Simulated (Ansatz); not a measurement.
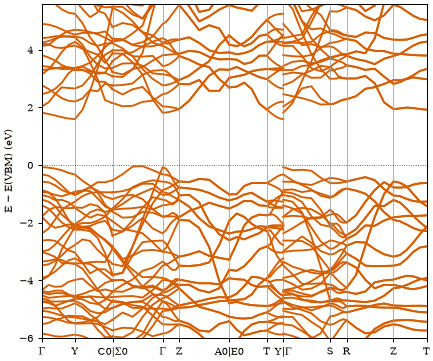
Figure: Band structure from DFT-r²SCAN in the program Ansatz with PAW potentials

### Question
Read off the gap and where the band edges lie.

### Answer
About 1.6 eV (1.59 eV by a search for the band edges); maximum on the Σ0–Γ line, 51 % of the way from Σ0, minimum at Y.

The material is Ta₃N₅ in space group Cmcm (No. 63; Pearson symbol oS32).

The first step of the workflow began from a Materials Project structure, measured or hypothetical; the Crystallography Open Database files this formula in space group No. 63, but the cells were not matched. Its standing as an ambient phase is unchecked. Symmetry was held in the r²SCAN relaxation; its stability against distortions is not shown here. The run is not spin-polarised. Scalar-relativistic: spin–orbit coupling is off unless named, which matters more the heavier the elements.

Potentials: the later of the program's two PAW sets.
